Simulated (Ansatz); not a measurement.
Structure data:

```
Al N
1.0
     4.36975    0.00000    0.00000
     0.00000    4.36975    0.00000
     0.00000    0.00000    4.36975
Al N
4 4
Direct
  0.00000 0.00000 0.00000
  0.00000 0.50000 0.50000
  0.50000 0.00000 0.50000
  0.50000 0.50000 0.00000
  0.25000 0.25000 0.25000
  0.25000 0.75000 0.75000
  0.75000 0.25000 0.75000
  0.75000 0.75000 0.25000
```

> Describe what this structure looks like.

The formula is AlN. The lattice is face-centred cubic and the space group F-43m (No. 216). It adopts the structure known as zinc blende (sphalerite type). In the cell are 4 Al, 4 N, which makes 4 formula units. The coordination shell of Al holds four N in a tetrahedral arrangement at 1.89 Å. Each N atom is coordinated by four Al in a tetrahedral arrangement at 1.89 Å. The bonds build a three-dimensional framework.

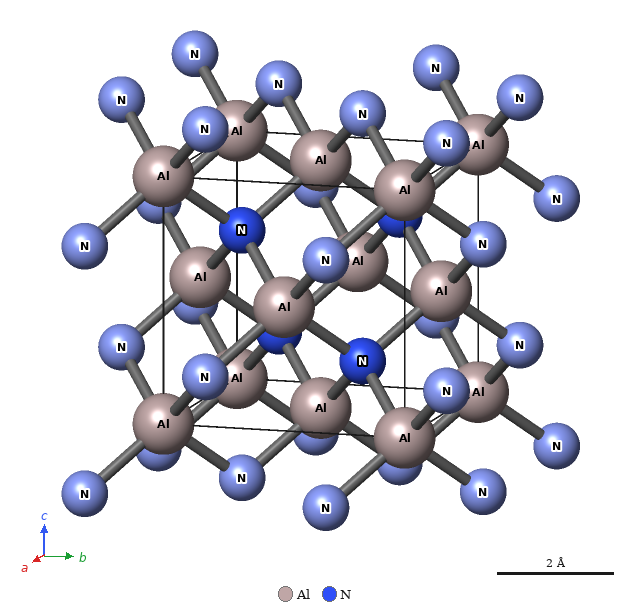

The image is a ball-and-stick drawing of a crystal, viewed slightly off an axis. The parallelepiped is the conventional unit cell. The first bonded neighbours in the surrounding cells are also shown, in fainter colours.

Its origin is a structure listed in the Materials Project. Earlier steps of the study may have refined or changed the cell and positions. A calculation with Ansatz used it as input.
